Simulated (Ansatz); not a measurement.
**CH3AlFN: a spread of methods and bases**

Aim: run CH3AlFN under a spread of inputs, and see what each costs and gives.

Method: the settings change from run to run; program: Ansatz 0.2.0, Gaussian basis.

### 1 The relaxed structure

The structure was relaxed beforehand with PBE0-D4 in a triple-zeta def2 set.

SMILES `F[CH]1[NH][AlH]1`, 7 atoms, charge 0, spin multiplicity 1.

Atoms are counted from 1 here; the program's logs count them from 0.

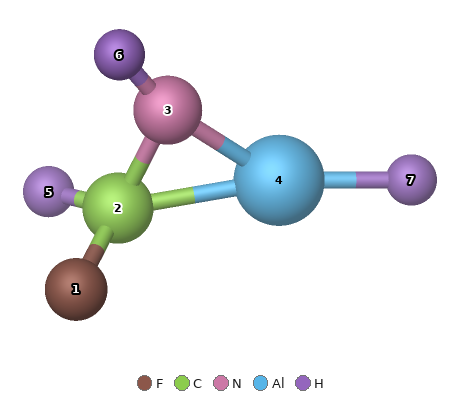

The structure; fluorine brown, carbon green, nitrogen pink, aluminium blue, hydrogen purple; atoms are numbered from 1 in the order of the file.

### 2 B3LYP/def2-mTZVP

Options: D3(BJ) dispersion.

File in.yaml:

```yaml
crystal:
  periodic: [false, false, false]
  atoms:
    - {symbol: F, position_ang: [-1.877673, -0.268879, 0.141034]}
    - {symbol: C, position_ang: [-0.671372, 0.227613, -0.366647]}
    - {symbol: N, position_ang: [0.328000, 0.452047, 0.651860]}
    - {symbol: Al, position_ang: [0.922144, -0.850009, -0.332096]}
    - {symbol: H, position_ang: [-0.942093, 1.084002, -0.986750]}
    - {symbol: H, position_ang: [0.215183, 1.176186, 1.345502]}
    - {symbol: H, position_ang: [2.087110, -1.888961, -0.498603]}
basis:
  gaussian: {orbitals: def2-mTZVP}
hamiltonian: {xc: {name: B3LYP}, dispersion: d3bj}
output: {forces: true}
```

Run with:

```console
> ansatz run in.yaml --threads 2 --pin off --events-out ev --progress --plain --max-ram 4352MiB
```

The log of the run (excerpt; [...] marks lines left out):

```text
Functional definition: B3LYP
  name "B3LYP"
  cite "Stephens, Devlin, Chabalowski & Frisch, J. Phys. Chem. 98, 11623 (1994) doi:10.1021/j100096a001"
  cite "Becke, Phys. Rev. A 38, 3098 (1988) doi:10.1103/PhysRevA.38.3098"
  cite "Lee, Yang & Parr, Phys. Rev. B 37, 785 (1988) doi:10.1103/PhysRevB.37.785"
  cite "Vosko, Wilk & Nusair, Can. J. Phys. 58, 1200 (1980) doi:10.1139/p80-159"
[...]
781 factors; integrals over basis functions are off by at most 9.3e-4 eV
[...]
mean field -11890.90532399 eV, -436.9827107115 hartree, gradient 3.9e-5 eV, S^2 0.000000; 0 other end points of the search recorded, 0 dependent functions left out
[...]
reference -11890.90556350 eV, -436.9827195134 hartree; 19, 19 occupied and 69, 69 virtual orbitals, 781 factors
Total energy: -11891.09720659 eV, -436.9897622669 hartree
Atom 0 at    -1.877673    -0.268879     0.141034 Å, force    -0.529949    -0.198162     0.189604 eV/Å
Atom 1 at    -0.671372     0.227613    -0.366647 Å, force     0.141338     0.274267    -0.382591 eV/Å
Atom 2 at     0.328000     0.452047     0.651860 Å, force     0.165928     0.046270     0.119154 eV/Å
Atom 3 at     0.922144    -0.850009    -0.332096 Å, force     0.263046    -0.275977    -0.125863 eV/Å
Atom 4 at    -0.942093     1.084002    -0.986750 Å, force     0.015602    -0.031680     0.023581 eV/Å
Atom 5 at     0.215183     1.176186     1.345502 Å, force    -0.029274     0.163577     0.169050 eV/Å
Atom 6 at     2.087110    -1.888961    -0.498603 Å, force    -0.026692     0.021705     0.007064 eV/Å
Dipole moment:     0.525051     0.013370    -0.119440 e Å
```

Wall time 2.2 s (2 threads of Intel Xeon Platinum 8259CL at 2.50GHz, shared host).

Largest force 0.597 eV/Å, dipole 2.59 D.

### 3 wPBEh/def2-TZVPD

Options: atoms shaken by 0.03 Å.

File in.yaml:

```yaml
crystal:
  periodic: [false, false, false]
  atoms:
    - {symbol: F, position_ang: [-1.875716, -0.270537, 0.133508]}
    - {symbol: C, position_ang: [-0.738665, 0.210112, -0.391457]}
    - {symbol: N, position_ang: [0.300120, 0.455605, 0.606638]}
    - {symbol: Al, position_ang: [0.936189, -0.831590, -0.300032]}
    - {symbol: H, position_ang: [-0.897611, 1.132030, -0.952337]}
    - {symbol: H, position_ang: [0.223760, 1.171585, 1.292403]}
    - {symbol: H, position_ang: [2.112164, -1.911539, -0.506752]}
basis:
  gaussian: {orbitals: def2-TZVPD}
hamiltonian: {xc: {name: wPBEh}}
output: {forces: true}
```

Launched as before.

The log of the run (excerpt; [...] marks lines left out):

```text
Functional definition: wPBEh
  name "wPBEh"
  cite "Heyd, Scuseria & Ernzerhof, J. Chem. Phys. 118, 8207 (2003) doi:10.1063/1.1564060"
  cite "Krukau, Vydrov, Izmaylov & Scuseria, J. Chem. Phys. 125, 224106 (2006) doi:10.1063/1.2404663"
  cite "Heyd & Scuseria, J. Chem. Phys. 120, 7274 (2004) doi:10.1063/1.1668634"
  cite "Ernzerhof & Perdew, J. Chem. Phys. 109, 3313 (1998) doi:10.1063/1.476928"
  cite "Perdew, Burke & Ernzerhof, Phys. Rev. Lett. 77, 3865 (1996) doi:10.1103/PhysRevLett.77.3865"
  parent pbe
[...]
997 factors; their error is unknown
126 factors; integrals over basis functions are off by at most 1.1e-6 eV
[...]
mean field -11882.81208826 eV, -436.6852897844 hartree, gradient 2.0e-5 eV, S^2 0.000000; 0 other end points of the search recorded, 0 dependent functions left out
[...]
reference -11882.81214076 eV, -436.6852917137 hartree; 19, 19 occupied and 165, 165 virtual orbitals, 997 factors
Total energy: -11882.81214076 eV, -436.6852917137 hartree
Atom 0 at    -1.875716    -0.270537     0.133508 Å, force    -1.426738    -0.298214     0.387934 eV/Å
Atom 1 at    -0.738665     0.210112    -0.391457 Å, force     2.411561     0.486145    -0.312057 eV/Å
Atom 2 at     0.300120     0.455605     0.606638 Å, force     0.084621    -0.032021     0.527757 eV/Å
Atom 3 at     0.936189    -0.831590    -0.300032 Å, force     0.086816    -0.800693    -0.860459 eV/Å
Atom 4 at    -0.897611     1.132030    -0.952337 Å, force    -0.650612    -0.260180    -0.299606 eV/Å
Atom 5 at     0.223760     1.171585     1.292403 Å, force    -0.163277     0.529726     0.437951 eV/Å
Atom 6 at     2.112164    -1.911539    -0.506752 Å, force    -0.342371     0.375237     0.118480 eV/Å
Dipole moment:     0.490098     0.023232    -0.045189 e Å
```

Run time: 5 s. Hardware: 2 threads of Intel Xeon Platinum 8259CL at 2.50GHz, shared host; peak memory 0.42 GiB.

Largest force 2.480 eV/Å, dipole 2.37 D.

### 4 RPA/cc-pVTZ

Set apart from the defaults: density fitting with def2-universal-jkfit.

File in.yaml:

```yaml
crystal:
  periodic: [false, false, false]
  atoms:
    - {symbol: F, position_ang: [-1.877673, -0.268879, 0.141034]}
    - {symbol: C, position_ang: [-0.671372, 0.227613, -0.366647]}
    - {symbol: N, position_ang: [0.328000, 0.452047, 0.651860]}
    - {symbol: Al, position_ang: [0.922144, -0.850009, -0.332096]}
    - {symbol: H, position_ang: [-0.942093, 1.084002, -0.986750]}
    - {symbol: H, position_ang: [0.215183, 1.176186, 1.345502]}
    - {symbol: H, position_ang: [2.087110, -1.888961, -0.498603]}
basis:
  gaussian: {orbitals: cc-pVTZ, fitting: {mean_field: def2-universal-jkfit}}
hamiltonian: {xc: {name: HF}}
correlation: {method: rpa}
```

Same command.

The log of the run:

```text
Functional definition: HF
  name "HF"
  cite "Fock, Z. Phys. 61, 126 (1930) doi:10.1007/BF01340294"
  parent pbe
  exchange = exact_x
  correlation = 0
411 factors; integrals over basis functions are off by at most 1.1e0 eV
mean field evaluation 1: about -11845.3706 eV, gradient 4.0e1 eV
mean field evaluation 2: about -11847.8685 eV, gradient 2.5e1 eV
mean field evaluation 4: about -11849.0534 eV, gradient 1.1e0 eV
mean field evaluation 8: about -11849.0572 eV, gradient 2.5e-6 eV
mean field -11849.05724365 eV, -435.4448221245 hartree, gradient 2.5e-6 eV, S^2 0.000000; 0 other end points of the search recorded, 0 dependent functions left out
8 core orbitals not correlated: weight in the atoms' cores, before any rotation towards them, 1.000 or more for the frozen orbitals, at most 0.000 for the correlated occupied ones
reference -11849.05724365 eV, -435.4448221245 hartree; 11, 11 occupied and 147, 147 virtual orbitals, 411 factors
Total energy: -11871.27766943 eV, -436.2614077106 hartree
```

Run time: 1.1 s. Hardware: 2 threads of Intel Xeon Platinum 8259CL at 2.50GHz, shared host.

### 5 revPBE0/6-31G

Set apart from the defaults: density fitting with def2-universal-jkfit, D3(BJ) dispersion, the search for lower states set to off.

Changes to in.yaml since step 4:

```diff
@@ -11,4 +11,5 @@
 basis:
-  gaussian: {orbitals: cc-pVTZ, fitting: {mean_field: def2-universal-jkfit}}
-hamiltonian: {xc: {name: HF}}
-correlation: {method: rpa}
+  gaussian: {orbitals: 6-31G, fitting: {mean_field: def2-universal-jkfit}}
+hamiltonian: {xc: {name: revPBE0}, dispersion: d3bj}
+scf: {lower_state_search: off}
+output: {forces: true}
```

Launched as before.

The log of the run (excerpt; [...] marks lines left out):

```text
Functional definition: revPBE0
  name "revPBE0"
  cite "Zhang & Yang, Phys. Rev. Lett. 80, 890 (1998) doi:10.1103/PhysRevLett.80.890"
  cite "Adamo & Barone, J. Chem. Phys. 110, 6158 (1999) doi:10.1063/1.478522"
  cite "Perdew, Burke & Ernzerhof, Phys. Rev. Lett. 77, 3865 (1996) doi:10.1103/PhysRevLett.77.3865"
[...]
411 factors; integrals over basis functions are off by at most 8.4e-2 eV
[...]
mean field -11881.88416857 eV, -436.6511893646 hartree, gradient 6.2e-7 eV, S^2 0.000000; 0 other end points of the search recorded, 0 dependent functions left out
[...]
reference -11881.88420544 eV, -436.6511907194 hartree; 19, 19 occupied and 27, 27 virtual orbitals, 411 factors
Total energy: -11882.11999670 eV, -436.6598558885 hartree
Atom 0 at    -1.877673    -0.268879     0.141034 Å, force    -1.390931    -0.622619     0.481002 eV/Å
Atom 1 at    -0.671372     0.227613    -0.366647 Å, force     0.169092     0.844850    -0.826185 eV/Å
Atom 2 at     0.328000     0.452047     0.651860 Å, force    -0.117215     1.176762     0.945998 eV/Å
Atom 3 at     0.922144    -0.850009    -0.332096 Å, force     0.864331    -1.146203    -0.628064 eV/Å
Atom 4 at    -0.942093     1.084002    -0.986750 Å, force     0.084803    -0.019520    -0.107040 eV/Å
Atom 5 at     0.215183     1.176186     1.345502 Å, force     0.213752    -0.092398     0.143851 eV/Å
Atom 6 at     2.087110    -1.888961    -0.498603 Å, force     0.176167    -0.140872    -0.009562 eV/Å
Dipole moment:     0.504085     0.058234    -0.114925 e Å
Checks for a lower state left out: stability, starts, cluster_reference, orbital_swaps, neighbouring_geometries, increment
```

It took 0.6 s on 2 threads of Intel Xeon Platinum 8259CL at 2.50GHz, shared host.

Largest force 1.598 eV/Å, dipole 2.50 D.

### 6 B3LYP5/6-31G

Changes to in.yaml since step 5:

```diff
@@ -11,5 +11,4 @@
 basis:
-  gaussian: {orbitals: 6-31G, fitting: {mean_field: def2-universal-jkfit}}
-hamiltonian: {xc: {name: revPBE0}, dispersion: d3bj}
-scf: {lower_state_search: off}
+  gaussian: {orbitals: 6-31G}
+hamiltonian: {xc: {name: B3LYP5}}
 output: {forces: true}
```

The command is unchanged.

The log of the run (excerpt; [...] marks lines left out):

```text
Functional definition: B3LYP5
  name "B3LYP5"
  cite "Stephens, Devlin, Chabalowski & Frisch, J. Phys. Chem. 98, 11623 (1994) doi:10.1021/j100096a001"
  cite "Becke, Phys. Rev. A 38, 3098 (1988) doi:10.1103/PhysRevA.38.3098"
  cite "Lee, Yang & Parr, Phys. Rev. B 37, 785 (1988) doi:10.1103/PhysRevB.37.785"
  cite "Vosko, Wilk & Nusair, Can. J. Phys. 58, 1200 (1980) doi:10.1139/p80-159"
[...]
568 factors; integrals over basis functions are off by at most 2.1e-4 eV
[...]
mean field -11882.49597754 eV, -436.6736729297 hartree, gradient 3.6e-5 eV, S^2 0.000000; 0 other end points of the search recorded, 0 dependent functions left out
[...]
reference -11882.49619924 eV, -436.6736810769 hartree; 19, 19 occupied and 27, 27 virtual orbitals, 568 factors
Total energy: -11882.49619924 eV, -436.6736810769 hartree
Atom 0 at    -1.877673    -0.268879     0.141034 Å, force    -1.512146    -0.659635     0.520072 eV/Å
Atom 1 at    -0.671372     0.227613    -0.366647 Å, force     0.198549     0.842929    -0.942618 eV/Å
Atom 2 at     0.328000     0.452047     0.651860 Å, force     0.007411     1.088408     0.939188 eV/Å
Atom 3 at     0.922144    -0.850009    -0.332096 Å, force     0.919315    -1.178639    -0.630725 eV/Å
Atom 4 at    -0.942093     1.084002    -0.986750 Å, force     0.067971     0.002979    -0.115189 eV/Å
Atom 5 at     0.215183     1.176186     1.345502 Å, force     0.199392    -0.008886     0.221537 eV/Å
Atom 6 at     2.087110    -1.888961    -0.498603 Å, force     0.119508    -0.087157     0.007736 eV/Å
Dipole moment:     0.488099     0.064399    -0.105539 e Å
```

It took 1.4 s on 2 threads of Intel Xeon Platinum 8259CL at 2.50GHz, shared host.

Largest force 1.730 eV/Å, dipole 2.42 D.

### 7 wB97X/cc-pVTZ

Options: atoms shaken by 0.03 Å.

File in.yaml:

```yaml
crystal:
  periodic: [false, false, false]
  atoms:
    - {symbol: F, position_ang: [-1.848503, -0.258709, 0.128183]}
    - {symbol: C, position_ang: [-0.664533, 0.189787, -0.428858]}
    - {symbol: N, position_ang: [0.325453, 0.408780, 0.648164]}
    - {symbol: Al, position_ang: [0.959492, -0.886837, -0.370010]}
    - {symbol: H, position_ang: [-0.918039, 1.098981, -0.968013]}
    - {symbol: H, position_ang: [0.197792, 1.161544, 1.351215]}
    - {symbol: H, position_ang: [2.088482, -1.875653, -0.502358]}
basis:
  gaussian: {orbitals: cc-pVTZ}
hamiltonian: {xc: {name: wB97X}}
output: {forces: true}
```

Launched as before.

The log of the run (excerpt; [...] marks lines left out):

```text
Functional definition: wB97X
  name "wB97X"
  cite "Chai & Head-Gordon, J. Chem. Phys. 128, 084106 (2008) doi:10.1063/1.2834918"
  cite "Becke, J. Chem. Phys. 107, 8554 (1997) doi:10.1063/1.475007"
[...]
  # The coefficients of nought are those of the uniform gas.
[...]
      + exact_x_lr(omega)
[...]
      + integral(e_c_pw_opposite_spin*poly(b97_u_opposite, 1, cos1, cos2, cos3, cos4))
938 factors; their error is unknown
219 factors; integrals over basis functions are off by at most 1.4e-5 eV
[...]
mean field -11888.90579882 eV, -436.9092295167 hartree, gradient 5.2e-5 eV, S^2 0.000000; 0 other end points of the search recorded, 0 dependent functions left out
[...]
reference -11888.90576484 eV, -436.9092282681 hartree; 19, 19 occupied and 147, 147 virtual orbitals, 938 factors
Total energy: -11888.90576484 eV, -436.9092282681 hartree
Atom 0 at    -1.848503    -0.258709     0.128183 Å, force    -0.668988    -0.418189    -0.155547 eV/Å
Atom 1 at    -0.664533     0.189787    -0.428858 Å, force     0.970665     0.444961     1.084642 eV/Å
Atom 2 at     0.325453     0.408780     0.648164 Å, force     0.206738     0.261913    -0.133018 eV/Å
Atom 3 at     0.959492    -0.886837    -0.370010 Å, force    -1.270222     1.394243     0.637078 eV/Å
Atom 4 at    -0.918039     1.098981    -0.968013 Å, force     0.007918    -0.081187    -0.328552 eV/Å
Atom 5 at     0.197792     1.161544     1.351215 Å, force     0.098964    -0.969942    -0.935956 eV/Å
Atom 6 at     2.088482    -1.875653    -0.502358 Å, force     0.654925    -0.631799    -0.168647 eV/Å
Dipole moment:     0.529018    -0.046559    -0.163668 e Å
```

It took 8.5 s on 2 threads of Intel Xeon Platinum 8259CL at 2.50GHz, shared host; peak memory 0.4 GiB.

Largest force 1.991 eV/Å, dipole 2.67 D.

### 8 PBE0-DH/aug-cc-pVDZ

Set apart from the defaults: a point charge of 0.50 e beside it, the search for lower states set to light.

File in.yaml:

```yaml
crystal:
  periodic: [false, false, false]
  atoms:
    - {symbol: F, position_ang: [-1.877673, -0.268879, 0.141034]}
    - {symbol: C, position_ang: [-0.671372, 0.227613, -0.366647]}
    - {symbol: N, position_ang: [0.328000, 0.452047, 0.651860]}
    - {symbol: Al, position_ang: [0.922144, -0.850009, -0.332096]}
    - {symbol: H, position_ang: [-0.942093, 1.084002, -0.986750]}
    - {symbol: H, position_ang: [0.215183, 1.176186, 1.345502]}
    - {symbol: H, position_ang: [2.087110, -1.888961, -0.498603]}
basis:
  gaussian: {orbitals: aug-cc-pVDZ, point_charges: [{charge: 0.50, position_ang: [5.445, 0.823, 0.007]}]}
hamiltonian: {xc: {name: PBE0-DH}}
scf: {lower_state_search: light}
```

Same command.

The log of the run (excerpt; [...] marks lines left out):

```text
Functional definition: PBE0-DH
  name "PBE0-DH"
  cite "Brémond & Adamo, J. Chem. Phys. 135, 024106 (2011) doi:10.1063/1.3604569"
  cite "Perdew, Burke & Ernzerhof, Phys. Rev. Lett. 77, 3865 (1996) doi:10.1103/PhysRevLett.77.3865"
[...]
1201 factors; integrals over basis functions are off by at most 6.9e-4 eV
[...]
mean field -11876.50006146 eV, -436.4533270778 hartree, gradient 3.0e-6 eV, S^2 0.000000; 0 other end points of the search recorded, 0 dependent functions left out
8 core orbitals not correlated: weight in the atoms' cores, before any rotation towards them, 1.000 or more for the frozen orbitals, at most 0.000 for the correlated occupied ones
reference -11876.50008823 eV, -436.4533280616 hartree; 11, 11 occupied and 104, 104 virtual orbitals, 1201 factors
second order -19.92402670 eV of doubles, -0.00000000 eV of singles
Total energy: -11878.99059157 eV, -436.5448523712 hartree
```

Run time: 4 s. Hardware: 2 threads of Intel Xeon Platinum 8259CL at 2.50GHz, shared host.

### 9 SVWN5/6-31G

Set apart from the defaults: unrestricted orbitals, a point charge of -1.00 e beside it.

Changes to in.yaml since step 8:

```diff
@@ -11,4 +11,5 @@
 basis:
-  gaussian: {orbitals: aug-cc-pVDZ, point_charges: [{charge: 0.50, position_ang: [5.445, 0.823, 0.007]}]}
-hamiltonian: {xc: {name: PBE0-DH}}
-scf: {lower_state_search: light}
+  gaussian: {orbitals: 6-31G, point_charges: [{charge: -1.00, position_ang: [5.310, -0.297, 0.605]}]}
+magnetization: {spin_polarized: true, initial_magnetization: 0}
+hamiltonian: {xc: {name: SVWN5}}
+output: {forces: true}
```

The command is unchanged.

The log of the run (excerpt; [...] marks lines left out):

```text
Functional definition: SVWN5
  name "SVWN5"
  cite "Dirac, Proc. Camb. Phil. Soc. 26, 376 (1930) doi:10.1017/S0305004100016108"
  cite "Slater, Phys. Rev. 81, 385 (1951) doi:10.1103/PhysRev.81.385"
  cite "Vosko, Wilk & Nusair, Can. J. Phys. 58, 1200 (1980) doi:10.1139/p80-159"
[...]
568 factors; integrals over basis functions are off by at most 2.1e-4 eV
[...]
mean field -11818.28928496 eV, -434.3141204979 hartree, gradient 1.1e-5 eV, S^2 0.000000; 0 other end points of the search recorded, 0 dependent functions left out
[...]
reference -11818.28932225 eV, -434.3141218685 hartree; 19, 19 occupied and 27, 27 virtual orbitals, 568 factors
Total energy: -11818.28932225 eV, -434.3141218685 hartree
Atom 0 at    -1.877673    -0.268879     0.141034 Å, force    -1.371790    -0.568710     0.403848 eV/Å
Atom 1 at    -0.671372     0.227613    -0.366647 Å, force     0.525931     0.564295    -0.081963 eV/Å
Atom 2 at     0.328000     0.452047     0.651860 Å, force    -0.706436     0.561321     0.102300 eV/Å
Atom 3 at     0.922144    -0.850009    -0.332096 Å, force     1.304689    -0.938872    -0.474604 eV/Å
Atom 4 at    -0.942093     1.084002    -0.986750 Å, force    -0.047984     0.336161    -0.365146 eV/Å
Atom 5 at     0.215183     1.176186     1.345502 Å, force     0.282923     0.323382     0.504476 eV/Å
Atom 6 at     2.087110    -1.888961    -0.498603 Å, force     0.115837    -0.268861    -0.047999 eV/Å
Dipole moment:     0.674135     0.058020    -0.041295 e Å
```

Run time: 1.2 s. Hardware: 2 threads of Intel Xeon Platinum 8259CL at 2.50GHz, shared host.

Largest force 1.676 eV/Å, dipole 3.26 D, ⟨S²⟩ 0.000.

### 10 MP2/6-31++G**

Set apart from the defaults: charge +1, multiplicity 2, restricted open-shell orbitals, high accuracy.

Changes to in.yaml since step 9:

```diff
@@ -11,5 +11,8 @@
 basis:
-  gaussian: {orbitals: 6-31G, point_charges: [{charge: -1.00, position_ang: [5.310, -0.297, 0.605]}]}
-magnetization: {spin_polarized: true, initial_magnetization: 0}
-hamiltonian: {xc: {name: SVWN5}}
+  gaussian: {orbitals: "6-31++G**"}
+total_charge: 1
+magnetization: {spin_polarized: false, initial_magnetization: 1}
+hamiltonian: {xc: {name: HF}}
+correlation: {method: mp2}
+accuracy: high
 output: {forces: true}
```

Launched as before.

The log of the run (excerpt; [...] marks lines left out):

```text
Functional definition: HF
  name "HF"
  cite "Fock, Z. Phys. 61, 126 (1930) doi:10.1007/BF01340294"
  parent pbe
[...]
2011 factors; integrals over basis functions are off by at most 3.9e-9 eV
[...]
mean field -11838.32101657 eV, -435.0502730567 hartree, gradient 3.9e-8 eV, S^2 0.750000; 4 other end points of the search recorded, 0 dependent functions left out
[...]
8 core orbitals not correlated: weight in the atoms' cores, before any rotation towards them, 1.000 or more for the frozen orbitals, at most 0.000 for the correlated occupied ones
reference -11838.32101657 eV, -435.0502730567 hartree; 11, 10 occupied and 79, 80 virtual orbitals, 2011 factors
second order -13.43315420 eV of doubles, -0.08104248 eV of singles
[...]
Total energy: -11851.83521325 eV, -435.5469106245 hartree
Atom 0 at    -1.877673    -0.268879     0.141034 Å, force     0.456583     0.485799     0.455548 eV/Å
Atom 1 at    -0.671372     0.227613    -0.366647 Å, force    -1.542425    -1.527772    -1.148297 eV/Å
Atom 2 at     0.328000     0.452047     0.651860 Å, force    -0.924240     3.934037     2.253328 eV/Å
Atom 3 at     0.922144    -0.850009    -0.332096 Å, force     1.833948    -3.608105    -2.736829 eV/Å
Atom 4 at    -0.942093     1.084002    -0.986750 Å, force     0.685690     0.281263    -0.013148 eV/Å
Atom 5 at     0.215183     1.176186     1.345502 Å, force    -0.217489     0.069707     1.084930 eV/Å
Atom 6 at     2.087110    -1.888961    -0.498603 Å, force    -0.292068     0.365072     0.104468 eV/Å
Dipole moment:     0.921657     0.254169     0.032677 e Å
```

Wall time 16 s (2 threads of Intel Xeon Platinum 8259CL at 2.50GHz, shared host); peak memory 0.73 GiB.

Largest force 4.886 eV/Å.

### 11 All runs side by side

| level | charge | multiplicity | geometry | functions | energy (eV) | time |
| --- | --- | --- | --- | --- | --- | --- |
| B3LYP/def2-mTZVP | 0 | 1 | relaxed | 88 | -11891.097 | 2.2 s |
| wPBEh/def2-TZVPD | 0 | 1 | shaken | 184 | -11882.812 | 5 s |
| RPA/cc-pVTZ | 0 | 1 | relaxed | 166 | -11871.278 | 1.1 s |
| revPBE0/6-31G | 0 | 1 | relaxed | 46 | -11882.120 | 0.6 s |
| B3LYP5/6-31G | 0 | 1 | relaxed | 46 | -11882.496 | 1.4 s |
| wB97X/cc-pVTZ | 0 | 1 | shaken | 166 | -11888.906 | 8.5 s |
| PBE0-DH/aug-cc-pVDZ | 0 | 1 | relaxed, point charge | 123 | -11878.991 | 4 s |
| SVWN5/6-31G | 0 | 1 | relaxed, point charge | 46 | -11818.289 | 1.2 s |
| MP2/6-31++G** | 1 | 2 | relaxed | 98 | -11851.835 | 16 s |

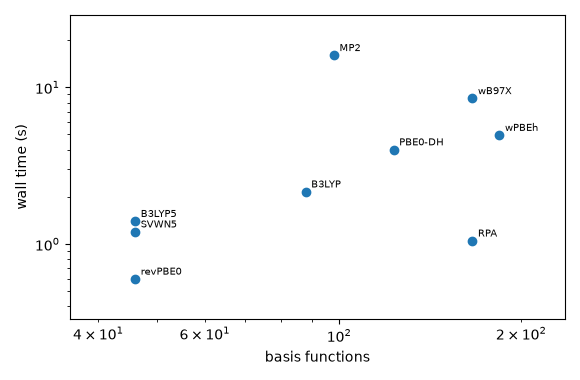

Wall time against the number of basis functions (shared host).

### 12 Results

| quantity | value |
| --- | --- |
| runs | 9 |
| quickest | revPBE0/6-31G, 0.6 s |
| slowest | MP2/6-31++G**, 16 s |
| spread of total energies, same state and geometry | 19.8 eV |
| dipole, same state and geometry | 2.42 to 2.59 D |

Run time spans a factor of 27, from revPBE0/6-31G to MP2/6-31++G**. The jobs differ in tasks and options as well as level. Total energies at one charge and spin differ by 20 eV between levels, so only differences within one level mean anything. At the PBE0-D4/def2-TZVP geometry and in the same state, runs without warnings or point charges leave forces up to 1.73 eV/Å (B3LYP5/6-31G), against 2.5 eV/Å where the atoms were moved. At that geometry and state the dipole changes by 7 % between the lowest and highest value.
